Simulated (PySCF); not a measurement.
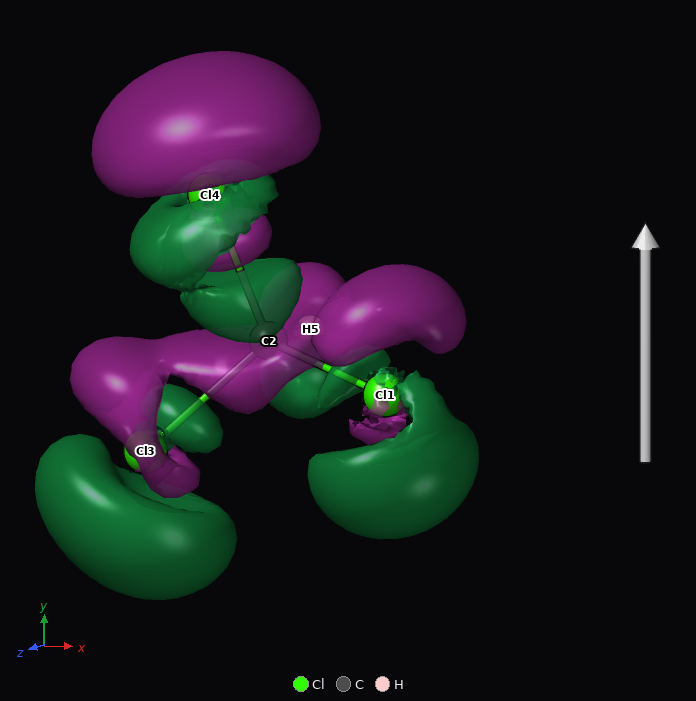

Figure. CHCl3, SMILES `ClC(Cl)Cl`. Change of the electron density in a uniform field of 0.51 V/Å along +y (arrow), surfaces at ±0.004 e/Å³ (green: gain, purple: loss).

Level of theory: B3LYP/def2-SVPD (PySCF), at a geometry from GFN2-xTB. No frequency check shows the geometry to be a minimum. GFN2-xTB bond lengths at metals and heavier atoms can be off by up to 0.1 Å and shapes distorted, which carries into these values.

Input script:

```python
import numpy as np
from pyscf import gto, scf, dft
from pyscf.scf import atom_ks, atom_hf
from scipy.linalg import block_diag

def solve(mol, dm0=None, hcore=None):
    mf = (dft.UKS if mol.spin else dft.RKS)(mol, xc='b3lyp')
    mf.grids.level = 3
    mf = mf.density_fit(auxbasis='def2-universal-jkfit')
    mf.conv_tol, mf.max_cycle = 1e-8, 80
    if hcore is not None:
        mf.get_hcore = lambda *args: hcore
    mf.kernel(dm0)
    if not mf.converged:
        mf = mf.newton().run(mf.mo_coeff, mf.mo_occ, max_cycle=30)
    assert mf.converged, 'SCF not converged'
    return mf

mol = gto.M(atom='''
Cl     1.61831    -0.43393     0.08743
C      0.00005    -0.00009    -0.48107
Cl    -1.18498    -1.18449     0.08743
Cl    -0.43335     1.61845     0.08742
H     -0.00003    -0.00003    -1.57242
''', basis='def2-svpd', charge=0, spin=0, verbose=4)
field = np.array([-0.0, -0.01, -0.0])  # atomic units
mol.set_common_orig(mol.atom_charges() @ mol.atom_coords() / mol.atom_charges().sum())
mf = solve(mol)
out = dict(dm0=mf.make_rdm1(), d0=mf.dip_moment(unit='AU'), e0=mf.e_tot)
for name, sign in (('p', 1), ('m', -1)):
    h = mf.get_hcore() + sign * np.einsum('x,xij->ij', field, mol.intor('int1e_r'))
    mi = solve(mol, mf.make_rdm1(), h)
    out.update({'dm' + name: mi.make_rdm1(), 'd' + name: mi.dip_moment(unit='AU'), 'e' + name: mi.e_tot})
# spherically averaged free atoms, for the promolecule
atm = atom_ks.get_atm_nrks(mol, xc='b3lyp')
pro = block_diag(*[(atm[a[0]][2] * atm[a[0]][3]) @ atm[a[0]][2].T for a in mol._atom])
np.savez('result.npz', pro=pro, **out)
```

Launched as:

```sh
OMP_NUM_THREADS=1 python input.py
```

The run took 26 s on 1 thread of Intel(R) Xeon(R) Platinum 8259CL CPU @ 2.50GHz (Skylake/Cascade Lake), on a shared host, peak memory 0.52 GiB.

Partitions, critical points and surface values were worked out afterwards from this run's density.

The field was applied in both directions; the picture shows the one opposite to the script's first.

How large is the response?

The induced dipole is 1.60 D (along the field); α along this axis, from the fields in both directions, is 63 bohr³ (9.3 Å³).
